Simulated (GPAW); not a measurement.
## Property calculation, with input and output: C2H5Sn

- system: C2H5Sn, multiplicity 2, SMILES C=[CH][SnH2]
- method: PBE/real-space grid, UKS, scalar-relativistic datasets (GPAW 26.7.0)

The geometry comes from this level: PBE0-D4/def2-TZVP.

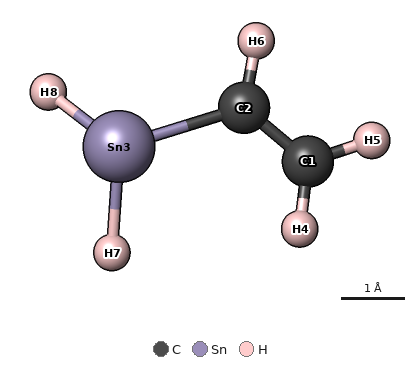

Figure 1. The structure as given in the input (ball-and-stick view, seen on its broad side; atoms are numbered from 1 in the order of the input). Sticks mark near contacts.

Input (calc.py):
```python
import numpy as np
from ase.io import read
from ase.units import Debye
from gpaw import GPAW

# Atomic positions
system = read("C2H5Sn.xyz")
system.center(vacuum=4.5)
system.set_initial_magnetic_moments([0.333333, 0.333333, 0.333333, 0.0, 0.0, 0.0, 0.0, 0.0])

# Calculator
dft = GPAW(mode="fd",
           maxiter=100,
           xc="PBE",
           h=0.2,
           symmetry="off",
           occupations={"name": "fermi-dirac", "width": 0.02, "fixmagmom": True},
           txt="-")
system.calc = dft

energy = system.get_potential_energy()
print(f"Energy = {energy:.5f} eV")
forces = system.get_forces()
print("Forces (eV/Ang)")
for symbol, f in zip(system.symbols, forces):
    print(f'{symbol:2} {f[0]:9.4f} {f[1]:9.4f} {f[2]:9.4f}')
dipole = system.get_dipole_moment() / Debye
print(f"Dipole                  {np.linalg.norm(dipole):.3f} D")
```

File C2H5Sn.xyz:
```
8

C     -0.617000     1.072000    -0.685400
C     -0.218300     0.507100     0.450900
Sn     1.173900    -1.097300     0.511500
H     -0.274100     0.728200    -1.657400
H     -1.317200     1.904500    -0.696900
H     -0.584000     0.903300     1.395500
H      1.230900    -1.808900    -1.053700
H      0.697900    -2.266000     1.679800
```

Machine: 1 thread of Arm Neoverse V2, 24 GiB of memory available, shared host.

Command:
```bash
python calc.py > calc.log
```

The program's output:
```
__  _  _
 | _ |_)|_||  |
 |__||  | ||/\| - 26.7.0

units:  Angstrom and eV
cores:  1
OpenMP: False

Versions:
  Python: 3.12.14
  ASE:    3.29.0
  Numpy:  2.5.5
  Scipy:  1.18.1
  Libxc:  7.0.0

        _gpaw.cpython-312-aarch64-linux-gnu.so

Input parameters:
  mode=FD(),
  h=0.2,
  maxiter=100,
  occupations=Occupations(name='fermi-dirac', width=0.02, fixmagmom=True),
  symmetry=Symmetry(point_group=False, time_reversal=False),
  xc=XC(name='PBE')

Diagonalizing LCAO Hamiltonian
Converting LCAO to fd mode
         .---------------------------.
        /|                           |
       / |                           |
      /  |                           |
     /   |                           |
    /    |                           |
   /     |                           |
  /      |                           |
 *       |                           |
 |       |        H                  |
 |       |                           |
 |       |       H CHSn              |
 |       |        C                  |
 |       |         H                 |
 |       |           H               |
 |       .---------------------------.
 |      /                           /
 |     /                           /
 |    /                           /
 |   /                           /
 |  /                           /
 | /                           /
 |/                           /
 *---------------------------*

Atoms  # Å, Bohr magnetons
|   | symbol |        x |        y |        z |    initial magnetic moments |
|---|--------|----------|----------|----------|-----------------------------|
| 0 |      C | 5.200200 | 7.838000 | 5.472000 | ( 0.0000,  0.0000,  0.3333) |
| 1 |      C | 5.598900 | 7.273100 | 6.608300 | ( 0.0000,  0.0000,  0.3333) |
| 2 |     Sn | 6.991100 | 5.668700 | 6.668900 | ( 0.0000,  0.0000,  0.3333) |
| 3 |      H | 5.543100 | 7.494200 | 4.500000 | ( 0.0000,  0.0000,  0.0000) |
| 4 |      H | 4.500000 | 8.670500 | 5.460500 | ( 0.0000,  0.0000,  0.0000) |
| 5 |      H | 5.233200 | 7.669300 | 7.552900 | ( 0.0000,  0.0000,  0.0000) |
| 6 |      H | 7.048100 | 4.957100 | 5.103700 | ( 0.0000,  0.0000,  0.0000) |
| 7 |      H | 6.515100 | 4.500000 | 7.837200 | ( 0.0000,  0.0000,  0.0000) |

Unit cell  # Å
| periodic |         x |         y |         z |   lengths |    angles |
|----------|-----------|-----------|-----------|-----------|-----------|
|       no | 11.548100 |  0.000000 |  0.000000 | 11.548100 | 90.000000 |
|       no |  0.000000 | 13.170500 |  0.000000 | 13.170500 | 90.000000 |
|       no |  0.000000 |  0.000000 | 12.337200 | 12.337200 | 90.000000 |

Number of symmetries: 1
Symmetry operations  # r_c * U_cc + t_c -> r_c
|   | kind |            matrix            |
|---|------|------------------------------|
| 0 |  E   |  1, 0, 0,  0, 1, 0,  0, 0, 1 |

BZ-sampling:
  Number of BZ points: 1
  Number of IBZ points: 1

  Monkhorst-Pack size: [1, 1, 1]
  Monkhorst-Pack shift: [0, 0, 0]

K-points  # in reciprocal-cell coordinates
|   |                                coordinates |     weight |
|---|--------------------------------------------|------------|
| 0 | (  0.00000000,   0.00000000,   0.00000000) | 1.00000000 |

Uniform wave function grid shape: (np.int64(55), np.int64(63), np.int64(59))
Spin-components: 2 (collinear spins)
Bands:           21
Projectors:      31
Spin-degeneracy: 1
Datatype:        float64

  Storage: CPU
  Wave functions: 68_690_160 bytes (68_690_160 per core)

Parallelization:
  kpt:    1
  domain: 1
  band:   1

Density:
  Valence electrons: 27.0
  Components: 2
  Grid points: [56 64 60]
  Charge: 0.0  # |e|

Potential:
  Grid points: [56 64 60]

species:
  C:
    name:    Carbon
    Z:       6.0
    valence: 4
    core:    2
    charge:  0.0  # [|e|]
    file:    C.PBE.gz
    compensation charges:
      type: gauss
      rc: 0.20  # [Å]
      lmax: 2
    cutoffs:
      filter: 1.14  # [Å]
      core: 1.14  # [Å]
    projectors
    | kind |    occ | energy [eV] | rcut [Å] |
    |------|--------|-------------|----------|
    |   2s |  2.000 |     -13.751 |    0.635 |
    |   2p |  2.000 |      -5.284 |    0.635 |
    |    s |        |      13.461 |    0.635 |
    |    p |        |      21.927 |    0.635 |
    |    d |        |       0.000 |    0.635 |

    Using partial waves for C as LCAO basis

  Sn:
    name:    Tin
    Z:       50.0
    valence: 14
    core:    36
    charge:  0.0  # [|e|]
    file:    Sn.PBE.gz
    compensation charges:
      type: gauss
      rc: 0.38  # [Å]
      lmax: 2
    cutoffs:
      filter: 2.23  # [Å]
      core: 2.35  # [Å]
    projectors
    | kind |    occ | energy [eV] | rcut [Å] |
    |------|--------|-------------|----------|
    |   5s |  2.000 |     -10.538 |    1.201 |
    |   5p |  2.000 |      -3.696 |    1.270 |
    |   4d | 10.000 |     -25.845 |    1.185 |
    |    s |        |      16.674 |    1.201 |
    |    p |        |      23.515 |    1.270 |
    |    d |        |       1.367 |    1.185 |

    Using partial waves for Sn as LCAO basis

  H:
    name:    Hydrogen
    Z:       1.0
    valence: 1
    core:    0
    charge:  0.0  # [|e|]
    file:    H.PBE.gz
    compensation charges:
      type: gauss
      rc: 0.15  # [Å]
      lmax: 2
    cutoffs:
      filter: 0.85  # [Å]
      core: 0.53  # [Å]
    projectors
    | kind |    occ | energy [eV] | rcut [Å] |
    |------|--------|-------------|----------|
    |   1s |  1.000 |      -6.494 |    0.476 |
    |    s |        |      20.717 |    0.476 |
    |    p |        |       0.000 |    0.476 |

    Using partial waves for H as LCAO basis

Reference energy: -170128.400349  # eV

eigensolver:
  PPCG
  Converge bands: occupied
  niter=2

density mixing:
  MSR1-Mixer
  Pratt-step length: 0.05
  Maximum mixing coefficient: 0.75
  Old densities: 10
  SVD Regularization: 0.005
  Good broyden scale: 1.0
  Trust region scale: 1.0
  Backstep threshold: 4.0
  History deletion threshold: 6.0
  Fourier metric: weight=20.0, sigma=0.015

occupation numbers:
  Fixed magnetic moment: 1.000
  Fermi-Dirac:
    width: 0.0200  # eV

FastPoissonSolver using
    Stencil: 6*3+1=19 point O(h^6) finite-difference Laplacian
    FFT axes: []
    FST axes: [np.int64(0), np.int64(2), np.int64(1)]

xc functional:
  name: PBE with 2 nearest neighbor stencil
interpolation: tri-quintic # 5. degree polynomial

Initialization done in: 1.752 s

convergence criteria:
- Maximum [total energy] change in last 3 cyles: 0.0005 eV / valence electron
- Maximum integral of absolute [dens]ity change: 0.0001 electrons / valence electron
- Maximum integral of absolute [eigenst]ate change: 4e-08 eV^2 / valence electron
maximum number of iterations: 100

SCF iterations
|iter     |     time |      energy | eigst |  dens |  magmom |
|---------|----------|-------------|-------|-------|---------|
|iter:   1| 00:00:04 |  -40.681148 | +0.97 |       |  +0.9934|
|iter:   2| 00:00:06 |  -39.740668 | -0.25 | -0.67 |  +0.9937|
|iter:   3| 00:00:09 |  -37.052602 | -0.05 | -0.71 |  +0.9969|
|iter:   4| 00:00:11 |  -36.668756 | -0.13 | -1.13 |  +0.9989|
|iter:   5| 00:00:14 |  -36.642371 | -1.21 | -1.55 |  +0.9996|
|iter:   6| 00:00:16 |  -36.641136 | -1.95 | -1.86 |  +0.9999|
|iter:   7| 00:00:19 |  -36.642182c| -2.69 | -2.20 |  +0.9999|
|iter:   8| 00:00:21 |  -36.642700c| -3.29 | -2.50 |  +1.0000|
|iter:   9| 00:00:24 |  -36.642791c| -3.86 | -2.98 |  +1.0000|
|iter:  10| 00:00:26 |  -36.642806c| -4.59 | -3.50 |  +1.0000|
|iter:  11| 00:00:29 |  -36.642810c| -5.03 | -3.87 |  +1.0000|
|iter:  12| 00:00:32 |  -36.642811c| -5.65 | -4.20c|  +1.0000|
|iter:  13| 00:00:34 |  -36.642811c| -6.05 | -4.55c|  +1.0000|
|iter:  14| 00:00:37 |  -36.642811c| -6.81 | -5.05c|  +1.0000|
|iter:  15| 00:00:39 |  -36.642811c| -7.35 | -5.37c|  +1.0000|
|iter:  16| 00:00:41 |  -36.642811c| -7.63c| -5.66c|  +1.0000|

Converged in 16 steps
SCF loop duration: 38.739 s (2.421 s/step)
Energy contributions relative to reference atoms: (reference = -170128.400349)

Energy contributions:
  Kinetic:          38.995639
  Coulomb:         -42.731478
  Zero:              0.244387
  External:          0.000000
  Xc:              -33.151360
  Entropy:          -0.000000
  Spinorbit:         0.000000
  ----------------------------
  Free energy:     -36.642811
  Extrapolated:    -36.642811

dipole moment: (-0.052567, 0.145698, -0.004249)  # |e|*Ang

Total magnetic moment: (0.000000, 0.000000, 0.999999)

Local magnetic moments
|        x |        y |        z |
|----------|----------|----------|
| 0.000000 | 0.000000 | 0.034160 |  # C    0
| 0.000000 | 0.000000 | 0.007455 |  # C    1
| 0.000000 | 0.000000 | 0.256089 |  # Sn   2
| 0.000000 | 0.000000 | 0.000005 |  # H    3
| 0.000000 | 0.000000 | 0.001080 |  # H    4
| 0.000000 | 0.000000 | 0.000463 |  # H    5
| 0.000000 | 0.000000 | 0.014215 |  # H    6
| 0.000000 | 0.000000 | 0.014801 |  # H    7

Fermi levels: -4.515, -4.047
Eigenvalues  # (at kpt = [0.000, 0.000, 0.000])
| band index |      eig [eV] | occ [0-1] |      eig [eV] | occ [0-1] |
|------------|---------------|-----------|---------------|-----------|
|          0 |       -25.515 |     1.000 |       -25.426 |     1.000 |
|        ... |               |           |               |           |
|          6 |       -14.227 |     1.000 |       -14.141 |     1.000 |
|          7 |       -12.365 |     1.000 |       -12.119 |     1.000 |
|          8 |       -11.075 |     1.000 |       -10.976 |     1.000 |
|          9 |        -9.831 |     1.000 |        -9.762 |     1.000 |
|         10 |        -7.893 |     1.000 |        -7.676 |     1.000 |
|         11 |        -7.405 |     1.000 |        -7.238 |     1.000 |
|         12 |        -7.101 |     1.000 |        -6.968 |     1.000 |
|         13 |        -4.805 |     1.000 |        -3.757 |     0.000 |
|         14 |        -1.412 |     0.000 |        -1.237 |     0.000 |
|         15 |        -0.543 |     0.000 |        -0.370 |     0.000 |
|         16 |        -0.288 |     0.000 |        -0.081 |     0.000 |
|         17 |        -0.070 |     0.000 |         0.184 |     0.000 |
|         18 |         0.211 |     0.000 |         0.352 |     0.000 |
|         19 |         0.371 |     0.000 |         0.539 |     0.000 |
|         20 |         0.520 |     0.000 |         0.747 |     0.000 |

Gap: 1.048 eV
Transition (v -> c):
  (s=0, k=0, n=13, [0.00, 0.00, 0.00]) -> (s=1, k=0, n=13, [0.00, 0.00, 0.00])
No difference between direct/indirect transitions
vacuum-level: 0.000  # V
Energy = -36.64281 eV

Forces  # eV/Ang
|        x |        y |        z |
|----------|----------|----------|
| -0.08248 |  0.13687 | -0.29246 |  # C    0
|  0.06920 | -0.16066 |  0.27549 |  # C    1
|  0.16778 |  0.04418 |  0.07045 |  # Sn   2
|  0.04978 | -0.04983 | -0.23695 |  # H    3
| -0.17555 |  0.19752 | -0.02139 |  # H    4
| -0.04213 |  0.07884 |  0.20166 |  # H    5
|  0.02221 | -0.08456 | -0.19405 |  # H    6
| -0.04415 | -0.14852 |  0.14459 |  # H    7

Force computation time: 0.108  # s
Forces (eV/Ang)
C    -0.0825    0.1369   -0.2925
C     0.0692   -0.1607    0.2755
Sn    0.1678    0.0442    0.0705
H     0.0498   -0.0498   -0.2370
H    -0.1756    0.1975   -0.0214
H    -0.0421    0.0788    0.2017
H     0.0222   -0.0846   -0.1941
H    -0.0442   -0.1485    0.1446
Dipole                  0.744 D
```

Results in brief:

```json
{"quantity": "outcome", "value": "converged"}
{"quantity": "energy relative to the program's reference atoms", "value": "−36.6428 eV"}
{"quantity": "largest force", "value": "0.333 eV/Å"}
{"quantity": "dipole moment", "value": "0.74 D"}
{"quantity": "wall time", "value": "41 s"}
{"quantity": "peak memory", "value": "0.8 GiB"}
```
